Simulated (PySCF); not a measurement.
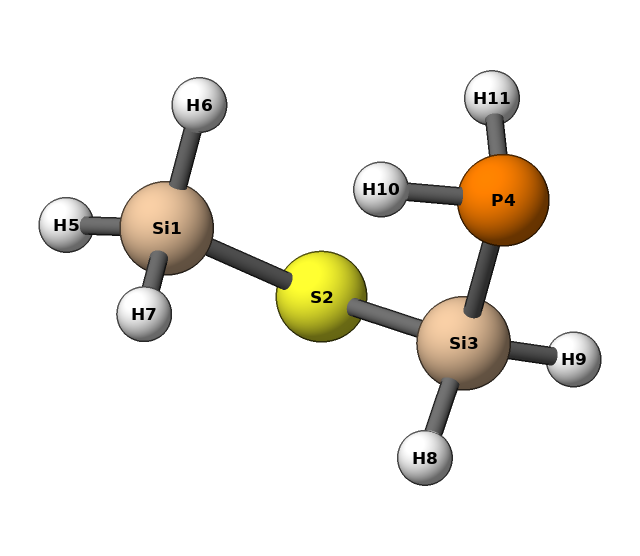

The questions are on isotropic NMR shieldings of the Si atoms. Computed geometry: GFN2-xTB optimisation. No frequency run is at hand to confirm it as a minimum. Properties computed with GIAO PBE0/pcSseg-1 NMR shielding, non-relativistic, gas phase (PySCF 2.14.0).

Give the isotropic NMR shieldings of the Si atoms atom by atom.

| atom | σ (ppm) |
| --- | --- |
| Si1 | 409.7 |
| Si3 | 378.1 |

The geometry is semi-empirical. Around P, Si such bond lengths and angles can be off by a tenth of an ångström or more and by several degrees, and values that hang on the shape move with them.
